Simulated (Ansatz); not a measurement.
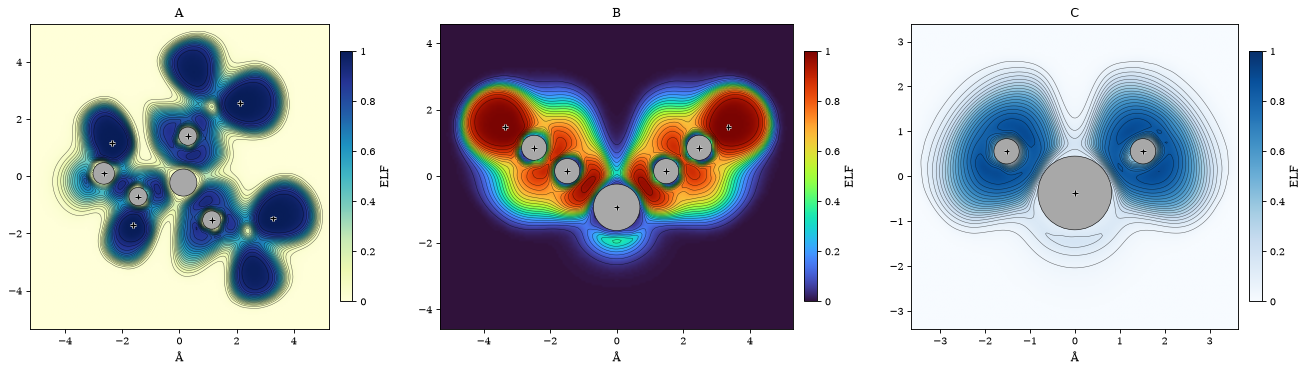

The ELF of 3 systems, each on a plane through atoms (crosses mark nuclei in the plane; grey discs cover the cores).

The calculation used Ansatz 0.2.0, RKS PBE0-D4/def2-TZVP.

System 1: C3H13N3Si (SiH(NHMe)3), the plane of atoms C4, N3 and H5. Geometry: r2SCAN-D4/def2-SVP.

```xyz
20

Si    0.1956   -0.2283    0.2117
H    -0.0941   -0.3921    1.6743
N     1.8083   -0.0352   -0.3754
C     2.6231    1.1592   -0.3107
H     2.3400   -0.8918   -0.5026
H     3.1690    1.3415   -1.2554
H     1.9714    2.0286   -0.1343
H     3.3726    1.1397    0.5054
N    -0.5904    1.2694   -0.1726
C    -1.7307    1.8381    0.5133
H    -0.4335    1.6599   -1.0985
H    -2.6986    1.6523    0.0057
H    -1.8083    1.4015    1.5221
H    -1.6326    2.9315    0.6452
N    -0.2823   -1.7515   -0.4655
C    -1.3213   -2.6179    0.0479
H    -0.0605   -1.9181   -1.4441
H    -1.0437   -3.6856   -0.0260
H    -1.4833   -2.4050    1.1170
H    -2.3009   -2.4963   -0.4575
```

System 2: C6H8Si (Si(CCH)2Me2), the plane of atoms C2, Si1 and C5. Geometry: PBE0-D4/def2-SVP.

```yaml
atoms:
  - { symbol: Si, position_ang: [-0.0518, -0.0001, -0.0360] }
  - { symbol: C, position_ang: [-0.0297, -0.0079, 1.8064] }
  - { symbol: C, position_ang: [-0.0294, -0.0112, 3.0235] }
  - { symbol: H, position_ang: [-0.0279, -0.0141, 4.0994] }
  - { symbol: C, position_ang: [1.6970, 0.0056, -0.6160] }
  - { symbol: C, position_ang: [2.8451, 0.0087, -1.0204] }
  - { symbol: H, position_ang: [3.8627, 0.0100, -1.3695] }
  - { symbol: C, position_ang: [-0.9046, 1.5536, -0.6357] }
  - { symbol: H, position_ang: [-0.8910, 1.5978, -1.7358] }
  - { symbol: H, position_ang: [-0.3978, 2.4490, -0.2460] }
  - { symbol: H, position_ang: [-1.9520, 1.5720, -0.2965] }
  - { symbol: C, position_ang: [-0.8991, -1.5517, -0.6487] }
  - { symbol: H, position_ang: [-1.9355, -1.5936, -0.2795] }
  - { symbol: H, position_ang: [-0.3684, -2.4484, -0.2957] }
  - { symbol: H, position_ang: [-0.9176, -1.5698, -1.7495] }
```

System 3: GeH4O4 (Ge(OH)4), the plane of atoms O2, Ge1 and O8. Geometry: PBE-D4/def2-SVP.

```yaml
atoms:
  - { symbol: Ge, position_ang: [0.0001, 0.0000, 0.0002] }
  - { symbol: O, position_ang: [0.0297, 0.0977, 1.7773] }
  - { symbol: H, position_ang: [-0.7999, 0.5015, 2.0958] }
  - { symbol: O, position_ang: [1.7046, -0.0623, -0.5093] }
  - { symbol: H, position_ang: [2.2526, 0.4428, 0.1211] }
  - { symbol: O, position_ang: [-0.9607, 1.3957, -0.5452] }
  - { symbol: H, position_ang: [-1.3305, 1.2116, -1.4296] }
  - { symbol: O, position_ang: [-0.7733, -1.4312, -0.7223] }
  - { symbol: H, position_ang: [-0.1226, -2.1558, -0.7879] }
```

Which map belongs to which system?

Panel A is system 1, C3H13N3Si: the plane holds N, C and H. C–N (1.45 Å): the ELF peaks at about 0.90 between the atoms: localised, covalent bonding. Panel B is system 2, C6H8Si: the plane holds Si, C and H. C–C (1.22 Å): the ELF peaks at about 0.85 between the atoms; a short, multiple covalent bond. Panel C is system 3, GeH4O4: the plane holds Ge and O. Ge–O (1.78 Å): the ELF peaks at about 0.85 in the valence shell of O, 0.6 Å from its nucleus, and is about 0.40 at the midpoint.
